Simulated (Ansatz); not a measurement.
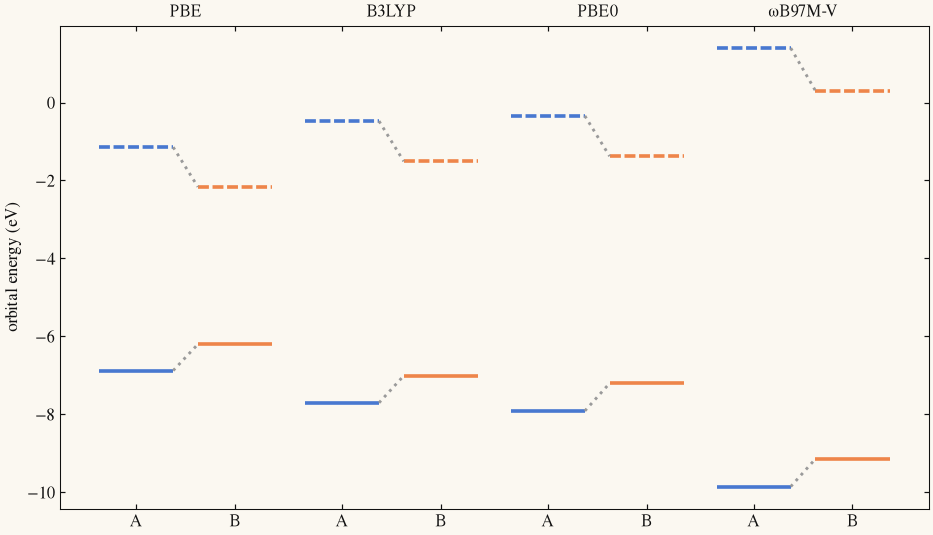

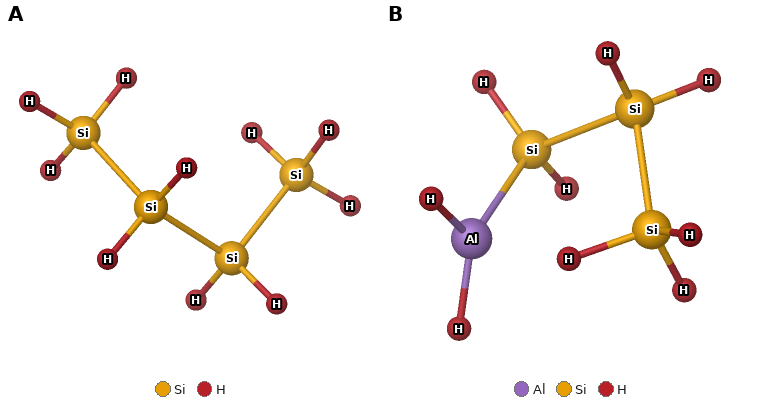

One change: A, Si₄H₁₀ (SMILES [SiH3][SiH2][SiH2][SiH3]), becomes B, AlSi₃H₉ (SMILES [AlH2][SiH2][SiH2][SiH3]). SiH₃ on Si is replaced by AlH₂. HOMO (solid) and LUMO (dashed) computed in def2-TZVPP at PBE0-D4/def2-TZVP geometries, both minima by their frequencies, gas phase, the Ansatz code 0.2.0. Empty levels above zero depend strongly on the basis.

> What does the change do to HOMO and LUMO?

PBE: the HOMO rises by 0.68 eV, the LUMO falls by 1.02 eV, and the separation goes from 5.73 to 4.04 eV. B3LYP: the HOMO rises by 0.69 eV, the LUMO falls by 1.03 eV, and the separation goes from 7.23 to 5.50 eV. PBE0: the HOMO rises by 0.71 eV, the LUMO falls by 1.03 eV, and the separation goes from 7.57 to 5.83 eV. ωB97M-V: the HOMO rises by 0.71 eV, the LUMO falls by 1.09 eV, and the separation goes from 11.25 to 9.45 eV.

> Do the functionals agree on the effect?

They agree on the direction for both levels; the HOMO shift lies between 0.68 and 0.71 eV and the LUMO shift between −1.09 and −1.02 eV, while the separations themselves differ by up to 5.5 eV between functionals.

Caveats: one conformer of each flexible molecule.
